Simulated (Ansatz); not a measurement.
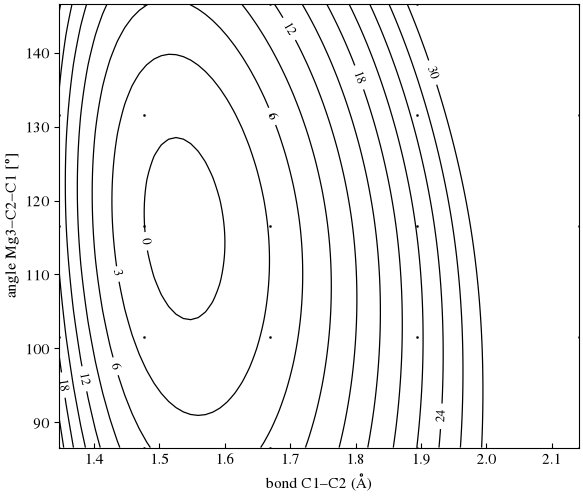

Energy landscape of C2H5FMg, SMILES C[CH2][Mg][F]. Two internal coordinates are moved rigidly from the geometry relaxed at PBE0-D4/def2-TZVP, all others fixed. Coordinates scanned: (1) bond C1–C2; (2) angle Mg3–C2–C1. The grid has 5 × 5 points. All energies are given in kcal/mol relative to the lowest grid point. Computed with Ansatz, RKS r2SCAN-D4/def2-TZVPP.

Drawn: contour lines labelled in kcal/mol (none above 30), dots at the grid points. Between grid points the surface is interpolated. 

Q: Where are the wells?

A: The lowest grid point is at bond C1–C2 = 1.477 Å, angle Mg3–C2–C1 = 116.6°. The bottom of the well lies between grid points, at about bond C1–C2 = 1.537 Å, angle Mg3–C2–C1 = 116°, about 1.1 kcal/mol lower on the interpolated surface. No other kind of well shows on this grid. The highest grid point, bond C1–C2 = 2.142 Å, angle Mg3–C2–C1 = 146.6°, lies 57.0 kcal/mol above the lowest. Round the minimum the valley is somewhat tilted: raising bond C1–C2 shifts the best value of angle Mg3–C2–C1 downwards (coupling k₁₂/√(k₁₁k₂₂) about 0.2).

The input of one point:

```yaml
crystal:
  periodic: [false, false, false]
  atoms:
    - {symbol: C, position_ang: [-0.415410, 1.101377, 0.035439]}
    - {symbol: C, position_ang: [-0.076742, -0.241564, 0.548609]}
    - {symbol: Mg, position_ang: [0.838852, -1.551479, -0.793813]}
    - {symbol: F, position_ang: [1.611802, -2.660911, -1.921601]}
    - {symbol: H, position_ang: [-1.107994, 1.056679, -0.810269]}
    - {symbol: H, position_ang: [-0.891456, 1.728534, 0.798356]}
    - {symbol: H, position_ang: [0.468542, 1.645343, -0.310430]}
    - {symbol: H, position_ang: [0.581572, -0.151048, 1.421267]}
    - {symbol: H, position_ang: [-0.981238, -0.734718, 0.925139]}
basis:
  gaussian: {orbitals: def2-TZVPP}
hamiltonian: {xc: r2scan, dispersion: d4}
```
